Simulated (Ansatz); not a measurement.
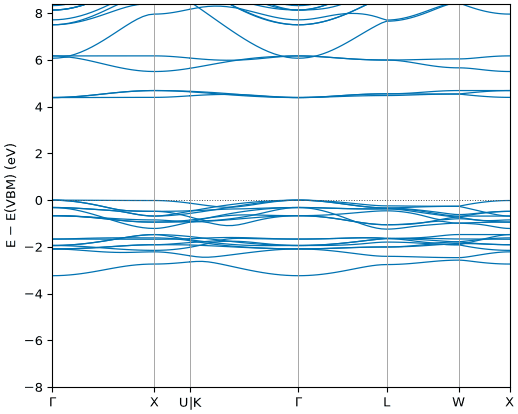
Figure: Band structure from plane-wave PAW r²SCAN (Ansatz code)

Q: Read off the gap and where the band edges lie.

A: About 4.4 eV (4.39 eV by a search for the band edges); maximum at Γ, minimum at Γ.

Q: Pick the material that matches.
(A) HfMnF6, Fm-3m (Hf on 4b, Mn on 4a, F on 24e)
(B) Rb2NaScCl6, Fm-3m (Rb on 8c, Na on 4b, Sc on 4a, Cl on 24e)
(C) Rb2ScInCl6, Fm-3m (Rb on 8c, Sc on 4a, In on 4b, Cl on 24e)
(D) Cs2LiIrC6N6, Fm-3m (Pearson symbol cF64)

A: B, Rb2NaScCl6, Fm-3m (Rb on 8c, Na on 4b, Sc on 4a, Cl on 24e)

The first step of the workflow began from a Materials Project structure, measured or hypothetical; the Crystallography Open Database copy checked does not list it. Whether it is the stable phase at ambient conditions was not checked. The r²SCAN relaxation kept the symmetry of its start; its stability against distortions is not shown here. No spin polarisation was allowed. Spin–orbit coupling is left out wherever it is not named.

Potentials: the later of the program's two PAW sets.
